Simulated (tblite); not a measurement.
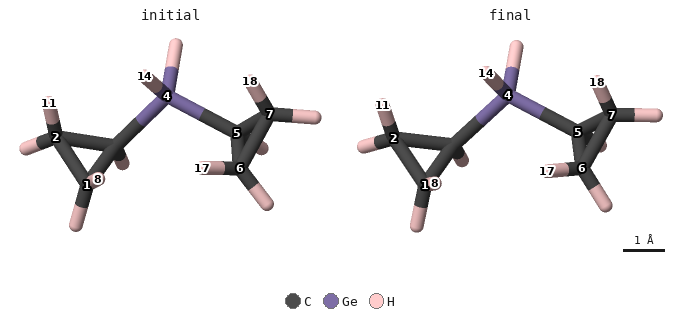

The structure of C$_{6}$H$_{12}$Ge before (left) and after (right) a relaxation, at one scale.

Style: stick. Shown at a tilt.

Computed with tblite, GFN2-xTB geometry optimisation, gas phase. 

What changed between the two?

Answer. Over 38 geometry steps the energy falls by 0.505 eV. The atom that moves furthest after the best rigid fit is an H atom (0.18 Å). Largest moves by element: H 0.18 Å, C 0.07 Å, Ge 0.06 Å. Near-neighbour distances that change, for instance: Ge–H 1.569 → 1.509 Å, C–H 1.116 → 1.081 Å, Ge–H 1.542 → 1.507 Å, C–C 1.528 → 1.502 Å. Among the angles between lasting bonds that change: H–C–H 123.3° → 113.6°, H–C–H 121.9° → 113.6°, Ge–C–H 122.6° → 115.4°. The run took 0.45 s on 1 thread of Arm Neoverse N1 (shared host).
